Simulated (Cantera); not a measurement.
A closed system holds: 1 mol Al2O3, a varied amount of H2, at 2098 K and 1.00 Torr.

Cantera equilibrium calculation (NASA polynomials, part measured and part estimated; ideal gas, pure solids and liquids). Candidate condensed phases: Al, Al2O3, H2O; 19 gas species. The tables' values for AlOH are old estimates; treat these amounts as uncertain. Kinetics and transport are ignored.

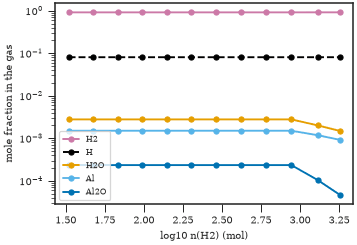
Fig. 1. Equilibrium gas composition (values under 1e-9 drawn at 1e-9)

Question: Read off the mole fractions at 68 mol H2.

Answer: H2 about 0.91, H about 0.081, H2O about 0.0028, Al about 0.0015, Al2O about 0.00023.
